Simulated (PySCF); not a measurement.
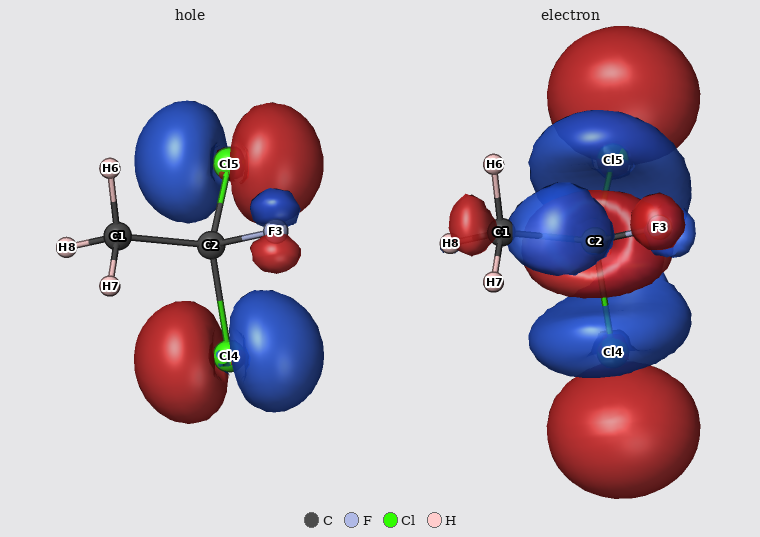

Figure 1: C2H3Cl2F, SMILES `CC(F)(Cl)Cl`. Leading natural transition orbital pair of S₂ (full linear response singlet states); the surfaces enclose about 78 % of each orbital's density.

Method: B3LYP/6-311+G**; geometry: GFN2-xTB; program: PySCF. No frequency check shows the geometry to be a minimum. GFN2-xTB bond lengths at metals and heavier atoms can be off by up to 0.1 Å and shapes distorted, which carries into these values.

**Where does the state lie, and where do hole and electron sit?**

7.00 eV (177 nm), f = 0.000 (very weak), partly diffuse acceptor orbital; the leading pair carries 98 %; hole on Cl4 and Cl5 (45 % each), electron on Cl4 and Cl5 (32 % each) and C2 (28 %) (atom shares of so diffuse an orbital are rough); their centroids lie 0.1 Å apart. In canonical orbitals it is mainly HOMO−1 → LUMO (98 %). The HOMO–LUMO gap is 7.91 eV.

Cost of the run: 13 min on 1 thread of Arm Neoverse V1 (shared host), peak memory 0.83 GiB.
